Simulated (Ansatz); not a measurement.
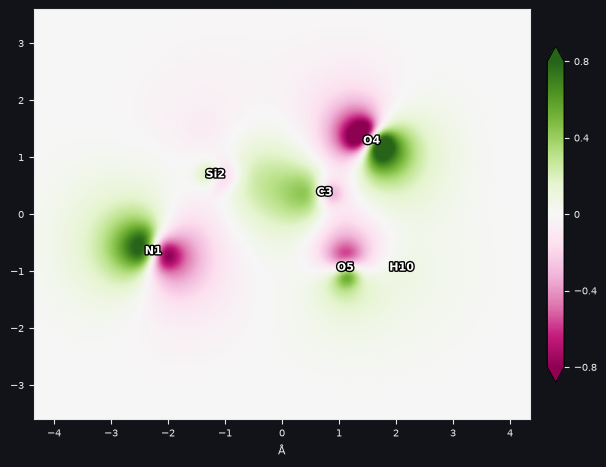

The picture shows: CH5NO2Si. The HOMO on the plane of atoms Si2, C3 and O5 (values in Å⁻³ᐟ²; the overall sign is arbitrary).

These are results of UKS PBE-D4/6-31G* (Ansatz 0.2.0), not measurements.

Input

```
crystal:
  periodic: [false, false, false]
  atoms:
    - { symbol: "N", position_ang: [1.2356, 1.2264, 0.455] }
    - { symbol: Si, position_ang: [0.2992, -0.1248, 0.922] }
    - { symbol: C, position_ang: [-0.8534, -0.7891, -0.4748] }
    - { symbol: O, position_ang: [-1.4362, -1.7691, -0.2667] }
    - { symbol: O, position_ang: [-0.844, -0.1663, -1.6801] }
    - { symbol: H, position_ang: [0.5181, 1.9889, 0.1324] }
    - { symbol: H, position_ang: [1.7492, 1.0315, -0.3839] }
    - { symbol: H, position_ang: [1.3694, -1.0942, 1.3209] }
    - { symbol: H, position_ang: [-0.4724, 0.3222, 2.1524] }
    - { symbol: H, position_ang: [-1.4824, -0.6768, -2.1742] }
magnetization:
  spin_polarized: true
basis:
  gaussian: { orbitals: "6-31G*" }
hamiltonian:
  xc: pbe
  dispersion: d4
relax:
  f_tol: 0.02
  max_steps: 50
output:
  orbitals: {}
```

Command:

```sh
ansatz run input.yaml --threads 2 --pin off --max-ram 3072MiB --backend cpu --events-out ev --progress --plain --runs-dir out
```

The fields are those of the relaxed geometry.

What is the character of this orbital?

Its weight (Hirshfeld) is mainly on O4 (about 35 %), N1 (about 30 %), C3 (about 10 %), Si2 (about 10 %) and O5 (about 5 %); largely a combination of lone pairs on O4, N1 and O5. Its energy is −5.53 eV.
